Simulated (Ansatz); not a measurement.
SiH$_{4}$···GeH$_{4}$

```yaml
atoms:
  - { symbol: Si, position_ang: [0.1178, 0.0341, -2.0573] }
  - { symbol: H, position_ang: [-0.0035, -1.3704, -1.5922] }
  - { symbol: H, position_ang: [-0.2538, 0.1153, -3.4929] }
  - { symbol: H, position_ang: [1.5166, 0.4982, -1.8804] }
  - { symbol: H, position_ang: [-0.7937, 0.8972, -1.2630] }
  - { symbol: Ge, position_ang: [-0.1466, -0.0431, 2.5520] }
  - { symbol: H, position_ang: [-1.3011, -0.8605, 1.9589] }
  - { symbol: H, position_ang: [0.2800, -0.6535, 3.8938] }
  - { symbol: H, position_ang: [-0.5997, 1.4066, 2.7674] }
  - { symbol: H, position_ang: [1.0442, -0.0658, 1.5829] }
```

Geometry: rigid move from PBE0-D4/def2-TZVP.

Method: RKS PBE0-D4/def2-TZVPPD (Ansatz 0.2.0).

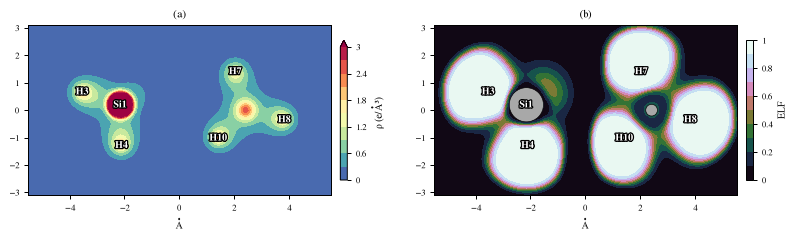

Figure 1. (a) total electron density; (b) electron localisation function on the plane of atoms H3, Si1 and H4. Grey discs cover the atomic cores in the ELF map.

What does the map show?

The plane passes through Si and H nuclei.
Si–H (1.48 Å): the density is about 0.81 e/Å³ at the midpoint; the ELF climbs to about 1 towards the hydrogen, as it does in any bond to H.

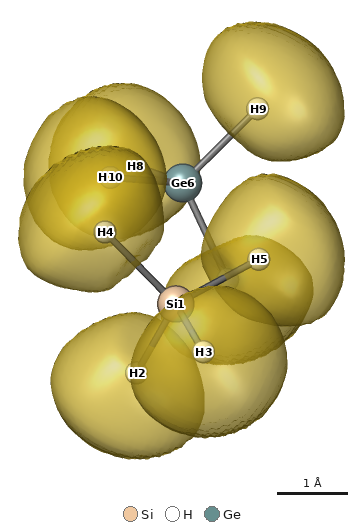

Figure 2. Isosurface of the ELF at 0.9 (yellow), seen at an oblique angle. Core shells and regions of very low density are left out.

Describe the localisation domains.

The ELF exceeds this value in eight regions around hydrogen nuclei. Profiles from the grid: Si1···Ge6 (4.62 Å): the ELF dips to about 0 between them; a weak contact between the two molecules.

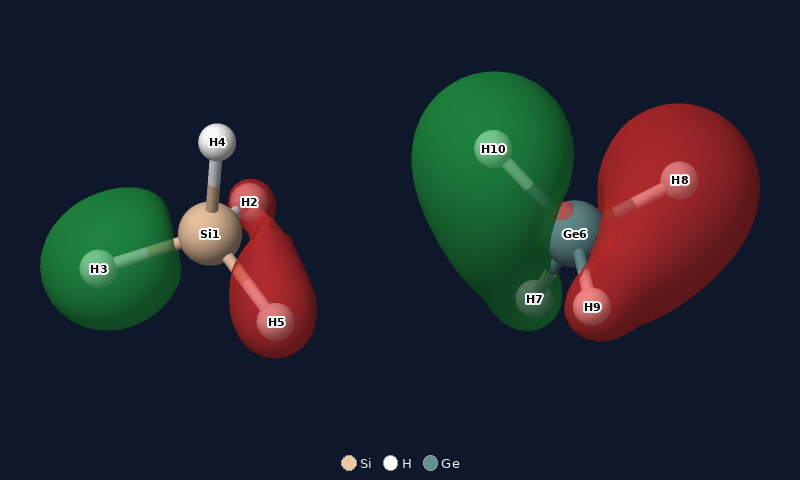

Figure 3. The HOMO at ±0.1 Å⁻³ᐟ² (green and red are the two phases), seen from one side.

Where does this orbital lie, and at what energy?

By Hirshfeld shares it lies mainly on Ge6 (about 35 %), H10 (about 20 %), H8 (about 20 %), Si1 (about 10 %) and H3 (about 5 %). Its energy is −9.60 eV.
